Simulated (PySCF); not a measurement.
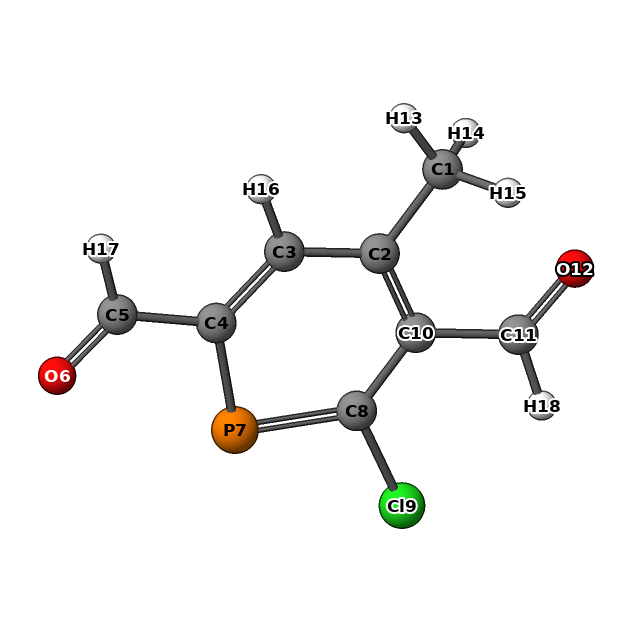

The questions are on isotropic NMR shieldings of the O atoms. The computed structure is the end point of a GFN2-xTB optimisation. No frequency run is at hand to confirm it as a minimum. Properties computed with GIAO PBE0/pcSseg-1 NMR shielding, non-relativistic, gas phase (PySCF 2.14.0).

Give the isotropic NMR shieldings of the O atoms atom by atom.

```tsv
atom	σ (ppm)
O6	−347.4
O12	−399.0
```

The geometry is semi-empirical. Around P such bond lengths and angles can be off by a tenth of an ångström or more and by several degrees, and values that hang on the shape move with them.
